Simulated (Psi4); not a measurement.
# One shape, several levels: BPH6 (SMILES [BH3-][PH3+])

Aim: a comparison of 3 runs (B3LYP/6-31G*, PBE0/def2-SVP, CCSD(T)/heavy-aug-cc-pVDZ) of BPH6. 

The calculation is run with Psi4 1.11.

2 further runs of the same task are left out: 2 set aside as unsound or not needed.

## Step 1: The system as given

BPH6: 8 atoms, total charge 0, spin state singlet. SMILES: `[BH3-][PH3+]`. The coordinates come from a PBE0-D4/def2-TZVP relaxation.

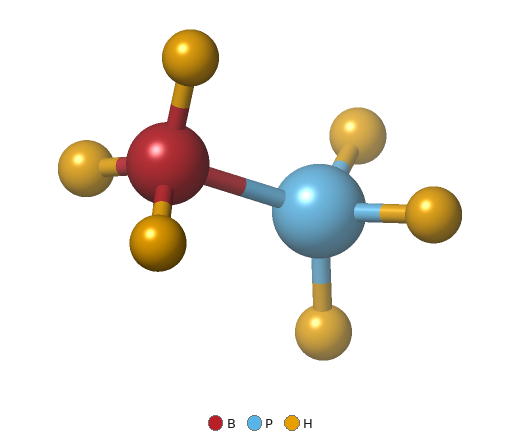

The structure, seen from a chosen angle (boron red, phosphorus blue, hydrogen amber).

## Step 2: Energy and gradient at B3LYP/6-31G(d) (Cartesian functions) (run 1)

Contents of calc.py:

```python
import psi4

psi4.set_memory('1600 MB')
psi4.set_num_threads(1)
psi4.set_output_file('bh6p.out', False)

m = psi4.geometry("""
0 1
B
P 1 1.910234
H 1 1.209149 2 103.78266
H 1 1.209077 3 114.50423 2 112.45937
H 1 1.209159 4 114.502 3 -135.11661
H 2 1.408393 1 118.03282 4 -179.98103
H 2 1.408511 6 99.69246 1 129.17104
H 2 1.408497 6 99.69328 7 101.6758
symmetry c1
""")

psi4.set_options({
    'basis': '6-31G*',
    'puream': False,
    'e_convergence': 1e-09,
    'd_convergence': 1e-08,
    'scf_type': 'pk',
    'dft_radial_points': 99,
    'dft_spherical_points': 590,
})

e_tot, wfn = psi4.gradient('B3LYP', return_wfn=True)
psi4.oeprop(wfn, 'WIBERG_LOWDIN_INDICES', 'MULLIKEN_CHARGES', 'QUADRUPOLE')
print('gradient / Eh bohr^-1')
print(e_tot.np.round(6))
print(f'energy = {wfn.energy():.10f} Eh')
```

Started as:

```console
$ python calc.py
```

bh6p.out:

```text
[...]
  Running in c1 symmetry.
[...]
  Nuclear repulsion =   59.544512680838281
[...]
  Multiplicity = 1
[...]
  Nalpha       = 13
  Nbeta        = 13
[...]
    Number of basis functions: 46
[...]
   @RKS iter   1:  -369.63156462356466   -2.21013e-01   1.00301e-02 DIIS/ADIIS
[...]
   @RKS iter   9:  -369.78602589252705   -1.26192e-11   4.79933e-09 DIIS
[...]
    Orbital Energies [Eh]
    ---------------------
    Doubly Occupied:
       1A    -77.135354     2A     -6.685216     3A     -6.610592
       4A     -4.772437     5A     -4.772436     6A     -4.768698
       7A     -0.707194     8A     -0.501597     9A     -0.442580
      10A     -0.442559    11A     -0.316957    12A     -0.300535
      13A     -0.300527
[...]
  @RKS Final Energy:  -369.78602589252705
   => Energetics <=
    Nuclear Repulsion Energy =             59.5445126808382810
    One-Electron Energy =                -626.1432446100886864
    Two-Electron Energy =                 220.6464785277169653
    DFT Exchange-Correlation Energy =     -23.8337724909935567
    Empirical Dispersion Energy =           0.0000000000000000
    VV10 Nonlocal Energy =                  0.0000000000000000
    Total Energy =                       -369.7860258925270500
[...]
  -Total Gradient:
     Atom            X                  Y                   Z
    ------   -----------------  -----------------  -----------------
       1       -0.000029486164    -0.000001809465     0.008038736330
       2        0.000041321989     0.000018660284    -0.006879593849
       3        0.000001056879     0.000076392657     0.000819801336
       4       -0.000048143379    -0.000028789831     0.000813813747
       5        0.000069491399    -0.000042714668     0.000820399473
       6       -0.000733693444    -0.000423095375    -0.001221296847
       7       -0.000001867359     0.000808668658    -0.001191562839
       8        0.000701104254    -0.000407683493    -0.001200658105
[...]
 Multipole Moments:
 ------------------------------------------------------------------------------------
     Multipole            Electronic (a.u.)      Nuclear  (a.u.)        Total (a.u.)
 ------------------------------------------------------------------------------------
 L = 1.  Multiply by 2.5417464519 to convert [e a0] to [Debye]
 Dipole X            :         -0.0005074            0.0004995           -0.0000080
 Dipole Y            :         -0.0005371            0.0005480            0.0000109
 Dipole Z            :          2.0912372           -0.4936840            1.5975532
 Magnitude           :                                                    1.5975532
 L = 2.  Multiply by 1.3450342976 to convert [e a0^2] to [Debye ang]
 Quadrupole XX       :        -32.7587937           15.6627026          -17.0960911
 Quadrupole XY       :          0.0002413           -0.0000387            0.0002026
[...]
  Mulliken Charges: (a.u.)
   Center  Symbol    Alpha    Beta     Spin     Total
       1     B     2.59420  2.59420  0.00000 -0.18840
       2     P     7.42118  7.42118  0.00000  0.15764
       3     H     0.51944  0.51944  0.00000 -0.03888
       4     H     0.51942  0.51942  0.00000 -0.03884
       5     H     0.51944  0.51944  0.00000 -0.03889
       6     H     0.47542  0.47542  0.00000  0.04916
       7     H     0.47545  0.47545  0.00000  0.04910
       8     H     0.47544  0.47544  0.00000  0.04911
   Total alpha = 13.00000, Total beta = 13.00000, Total charge = -0.00000
[...]
```

Standard output:

```text
gradient / Eh bohr^-1
[[-2.900e-05 -2.000e-06  8.039e-03]
 [ 4.100e-05  1.900e-05 -6.880e-03]
 [ 1.000e-06  7.600e-05  8.200e-04]
 [-4.800e-05 -2.900e-05  8.140e-04]
 [ 6.900e-05 -4.300e-05  8.200e-04]
 [-7.340e-04 -4.230e-04 -1.221e-03]
 [-2.000e-06  8.090e-04 -1.192e-03]
 [ 7.010e-04 -4.080e-04 -1.201e-03]]
energy = -369.7860258925 Eh
```

Wall time 7.8 s (1 thread of Intel Xeon 6975P-C (Granite Rapids), shared host); peak memory 0.8 GiB.

## Step 3: The energy at PBE0/def2-SVP (run 2)

Contents of input.json:

```json
{
  "schema_name": "qcschema_input",
  "schema_version": 1,
  "molecule": {
    "schema_name": "qcschema_molecule",
    "schema_version": 2,
    "symbols": ["B", "P", "H", "H", "H", "H", "H", "H"],
    "geometry": [-1.0508767, 0.42934578, -1.72720968, 0.81995217, -0.34317426, 1.26177013, -3.20006222, 0.64836503, -0.98284656, -0.69504127, -1.37987802, -3.07647413, -0.1048798, 2.37009451, -2.47535225, 0.7914173, 1.42806603, 3.24806126, 3.4451597, -0.71866285, 1.03386916, 0.16856357, -2.54205958, 2.61273534],
    "molecular_charge": 0,
    "molecular_multiplicity": 1,
    "fix_symmetry": "c1",
    "fix_com": true,
    "fix_orientation": true
  },
  "driver": "energy",
  "model": {
    "method": "pbe0",
    "basis": "def2-SVP"
  },
  "keywords": {
    "reference": "rks",
    "puream": true,
    "e_convergence": 1e-09,
    "d_convergence": 1e-08,
    "scf_type": "pk",
    "dft_radial_points": 99,
    "dft_spherical_points": 590,
    "scf_properties": ["MAYER_INDICES", "LOWDIN_CHARGES", "DIPOLE"]
  }
}
```

Started as:

```console
$ psi4 --qcschema input.json -n 1 --memory 1600MB
```

stdout:

```text
[...]
  Running in c1 symmetry.
[...]
  Nuclear repulsion =   59.544517167020494
[...]
  Multiplicity = 1
[...]
  Nalpha       = 13
  Nbeta        = 13
[...]
    Number of basis functions: 62
[...]
   @RKS iter   1:  -369.31136290191881   -1.68406e-01   7.47335e-03 ADIIS/DIIS
[...]
   @RKS iter   9:  -369.47898315277394   -2.10889e-11   6.48423e-09 DIIS
[...]
    Orbital Energies [Eh]
    ---------------------
    Doubly Occupied:
       1A    -77.259738     2A     -6.723251     3A     -6.671311
       4A     -4.811421     5A     -4.811421     6A     -4.807933
       7A     -0.723496     8A     -0.516481     9A     -0.452882
      10A     -0.452861    11A     -0.328912    12A     -0.311603
      13A     -0.311594
[...]
  @RKS Final Energy:  -369.47898315277394
   => Energetics <=
    Nuclear Repulsion Energy =             59.5445171670204942
    One-Electron Energy =                -625.9482775294899284
    Two-Electron Energy =                 219.1113057175371637
    DFT Exchange-Correlation Energy =     -22.1865285078416079
    Empirical Dispersion Energy =           0.0000000000000000
    VV10 Nonlocal Energy =                  0.0000000000000000
    Total Energy =                       -369.4789831527739352
[...]
 Multipole Moments:
 ------------------------------------------------------------------------------------
     Multipole            Electronic (a.u.)      Nuclear  (a.u.)        Total (a.u.)
 ------------------------------------------------------------------------------------
 L = 1.  Multiply by 2.5417464519 to convert [e a0] to [Debye]
 Dipole X            :         -6.5731167            7.4500563            0.8769396
 Dipole Y            :          2.8328262           -3.1949599           -0.3621337
 Dipole Z            :         -9.2494067           10.6504964            1.4010897
 Magnitude           :                                                    1.6921041
[...]
```

The result, in JSON:

```text
{
 "driver": "energy",
 "model": {
  "method": "pbe0",
  "basis": "def2-SVP"
 },
 "success": true,
 "return_result": -369.47898315277394,
 "properties": {
  "calcinfo_nbasis": 62,
  "calcinfo_nmo": 62,
  "calcinfo_nalpha": 13,
  "calcinfo_nbeta": 13,
  "calcinfo_natom": 8,
  "nuclear_repulsion_energy": 59.544517167020494,
  "return_energy": -369.47898315277394,
  "scf_one_electron_energy": -625.9482775294899,
  "scf_two_electron_energy": 219.11130571753716,
  "scf_xc_energy": -22.186528507841608,
  "scf_dipole_moment": [0.8769396161485119, -0.36213365774762574, 1.4010896657090992],
  "scf_total_energy": -369.47898315277394,
  "scf_iterations": 9
 }
}
```

Wall time 8.1 s (1 thread of Intel Xeon 6975P-C (Granite Rapids), shared host); peak memory 0.98 GiB.

## Step 4: A single-point energy at CCSD(T)/heavy-aug-cc-pVDZ (run 3)

Contents of bh6p.json:

```json
{
  "schema_name": "qcschema_input",
  "schema_version": 1,
  "molecule": {
    "schema_name": "qcschema_molecule",
    "schema_version": 2,
    "symbols": ["B", "P", "H", "H", "H", "H", "H", "H"],
    "geometry": [-1.0508767, 0.42934578, -1.72720968, 0.81995217, -0.34317426, 1.26177013, -3.20006222, 0.64836503, -0.98284656, -0.69504127, -1.37987802, -3.07647413, -0.1048798, 2.37009451, -2.47535225, 0.7914173, 1.42806603, 3.24806126, 3.4451597, -0.71866285, 1.03386916, 0.16856357, -2.54205958, 2.61273534],
    "molecular_charge": 0,
    "molecular_multiplicity": 1
  },
  "driver": "energy",
  "model": {
    "method": "ccsd(t)",
    "basis": "heavy-aug-cc-pVDZ"
  },
  "keywords": {
    "freeze_core": true,
    "scf_type": "pk"
  }
}
```

Started as:

```console
$ psi4 --qcschema bh6p.json -n 1 --memory 1600MB
```

stdout:

```text
[...]
  Running in c1 symmetry.
[...]
  Nuclear repulsion =   59.544517167020494
[...]
  Multiplicity = 1
[...]
  Nalpha       = 13
  Nbeta        = 13
[...]
    Number of basis functions: 80
[...]
   @RHF iter   1:  -368.77756146582135   -3.68281e-01   4.07828e-03 ADIIS/DIIS
[...]
   @RHF iter  10:  -368.87735530111974   -2.61480e-12   2.17329e-09 DIIS
[...]
    Orbital Energies [Eh]
    ---------------------
    Doubly Occupied:
       1A    -80.011883     2A     -7.553855     3A     -7.535463
       4A     -5.448674     5A     -5.448674     6A     -5.447464
       7A     -0.925718     8A     -0.694367     9A     -0.583765
      10A     -0.583738    11A     -0.438067    12A     -0.434879
      13A     -0.434865
[...]
  @RHF Final Energy:  -368.87735530111974
   => Energetics <=
    Nuclear Repulsion Energy =             59.5445171670204942
    One-Electron Energy =                -625.7609179574756126
    Two-Electron Energy =                 197.3390454893354047
    Total Energy =                       -368.8773553011197919
[...]
 Multipole Moments:
 ------------------------------------------------------------------------------------
     Multipole            Electronic (a.u.)      Nuclear  (a.u.)        Total (a.u.)
 ------------------------------------------------------------------------------------
 L = 1.  Multiply by 2.5417464519 to convert [e a0] to [Debye]
 Dipole X            :          1.1479450           -0.2562415            0.8917034
 Dipole Y            :         -0.4744131            0.1061634           -0.3682497
 Dipole Z            :          1.8330281           -0.4084037            1.4246244
 Magnitude           :                                                    1.7205515
[...]
      * MP2 total energy                      = -369.131024630292529
[...]
      * CCSD total energy                     = -369.177937847800308
[...]
      * CCSD(T) total energy                  = -369.186213843283326
[...]
```

The result, in JSON:

```text
{
 "driver": "energy",
 "model": {
  "method": "ccsd(t)",
  "basis": "heavy-aug-cc-pVDZ"
 },
 "success": true,
 "return_result": -369.1862138432833,
 "properties": {
  "calcinfo_nbasis": 80,
  "calcinfo_nmo": 80,
  "calcinfo_nalpha": 13,
  "calcinfo_nbeta": 13,
  "calcinfo_natom": 8,
  "nuclear_repulsion_energy": 59.544517167020494,
  "return_energy": -369.1862138432833,
  "scf_one_electron_energy": -625.7609179574756,
  "scf_two_electron_energy": 197.3390454893354,
  "scf_dipole_moment": [0.8917034485980422, -0.36824971320797095, 1.4246244004841682],
  "scf_total_energy": -368.87735530111974,
  "scf_iterations": 10,
  "mp2_same_spin_correlation_energy": -0.04440632517426335,
  "mp2_opposite_spin_correlation_energy": -0.20926300399639142,
  "mp2_singles_energy": -5.427115407174895e-27,
  "mp2_doubles_energy": -0.25366932917065477,
  "mp2_correlation_energy": -0.25366932917065477,
  "mp2_total_energy": -369.13102463029253,
  "ccsd_same_spin_correlation_energy": -0.0459615472518497,
  "ccsd_opposite_spin_correlation_energy": -0.2546209994265606,
  "ccsd_singles_energy": 0.0,
  "ccsd_doubles_energy": -0.3005825466784103,
  "ccsd_correlation_energy": -0.3005825466784102,
  "ccsd_total_energy": -369.1779378478003,
  "ccsd_iterations": 13,
  "ccsd_prt_pr_correlation_energy": -0.3088585421614169,
  "ccsd_prt_pr_total_energy": -369.1862138432833
 }
}
```

It took 9.6 s on 1 thread of Intel Xeon 6975P-C (Granite Rapids), shared host; peak memory 0.53 GiB.

## Step 5: The series

| run | level | task | Cartesian functions | energy (Eh) | dipole moment (D) | HOMO energy (eV) | LUMO energy (eV) | wall time |
| --- | --- | --- | --- | --- | --- | --- | --- | --- |
| 1 | B3LYP/6-31G* (Cartesian functions) | gradient | yes | -369.786026 | 4.06 | -8.18 | 0.68 | 7.8 s |
| 2 | PBE0/def2-SVP | energy | no | -369.478983 | 4.30 | -8.48 | 0.79 | 8.1 s |
| 3 | CCSD(T)/heavy-aug-cc-pVDZ | energy | no | -369.186214 | – | -11.83 | 0.98 | 9.6 s |

## Step 6: Summary of results

```
                                          quantity          value
                               run 3: total energy  -369.18621 Eh
        run 3: HOMO energy (Hartree–Fock orbitals)      -11.83 eV
        run 3: LUMO energy (Hartree–Fock orbitals)        0.98 eV
      run 3: HOMO–LUMO gap (Hartree–Fock orbitals)       12.82 eV
run 3: correlation energy (6 core orbitals frozen)     -308.9 mEh
                             run 3: (T) correction      -8.28 mEh
                              run 3: T1 diagnostic          0.011
```

In words: Totals of different functionals can't be ranked against each other. All runs together took 26 s, the longest 9.6 s.
